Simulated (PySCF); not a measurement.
SMILES [GaH]([CH3])[Cl], singlet, B3LYP/def2-SVP optimised geometry. Atoms within 1.6 Å of the plane z = 0.0 Å (x, y, z in Å): Ga1 (0.36, -0.09, 0.00), H2 (1.93, -0.09, 0.00), Cl3 (-0.52, -2.08, 0.00), C4 (-0.89, 1.43, 0.00), H5 (-1.93, 1.09, 0.04), H6 (-0.74, 2.04, -0.91), H7 (-0.69, 2.08, 0.87).

Method: PySCF 2.14.0 with B3LYP/def2-TZVP. Cells within 0.4 Å of a nucleus heavier than hydrogen are left out (blank, or x).

Map of the deformation density (molecule minus spherical neutral atoms) (e/bohr³) on the plane z = 0.0 Å:

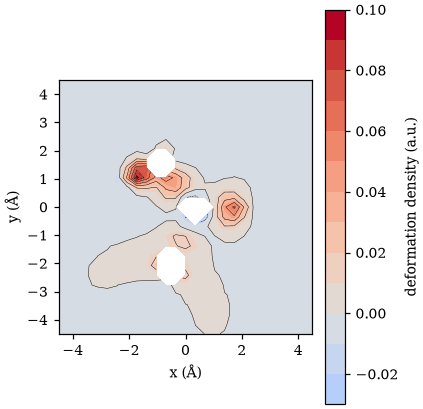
*Deformation density (molecule minus spherical neutral atoms) (e/bohr³) on the plane z = 0.0 Å.*
